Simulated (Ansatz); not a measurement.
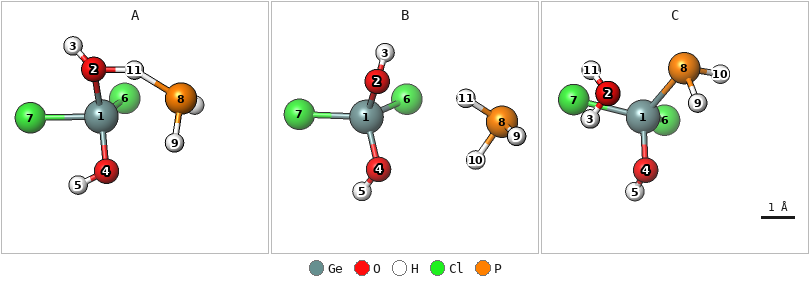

3 geometries from a converged minimum-energy path of GePH5O2Cl2, made up at the start of GeH2O2Cl2 and PH₃, shuffled. Style: ball-and-stick. Shown at a tilt.

All numbers below come from RKS PBE/def2-SVP (Ansatz). Run with 7 movable images; climbing image; force threshold 0.05 eV/Å; iteration limit 60; starting path through a guess of the saddle point.

Q: Which frame is the transition state?

A: A. In order along the path, whose images run from 0 to 8: B (image 0, 0.00 eV), A (image 4, +1.39 eV), C (image 7, −0.15 eV). Breaking: Ge1–O2 (1.77 → 1.93 at the top → 2.54 Å), P8–H11 (1.44 → 1.69 at the top → 3.58 Å). Forming: Ge1–P8 (4.27 → 2.79 at the top → 2.33 Å), O2–H11 (2.78 → 1.25 at the top → 0.98 Å).

Limits of the set-up: the start holds two separate molecules, 2.8 Å apart at their closest, whose relative position is a soft coordinate and is computed without a dispersion correction.

The run took 3.1 min on 4 threads of Intel(R) Xeon(R) 6975P-C (Granite Rapids) (shared host), peak memory 0.24 GiB.
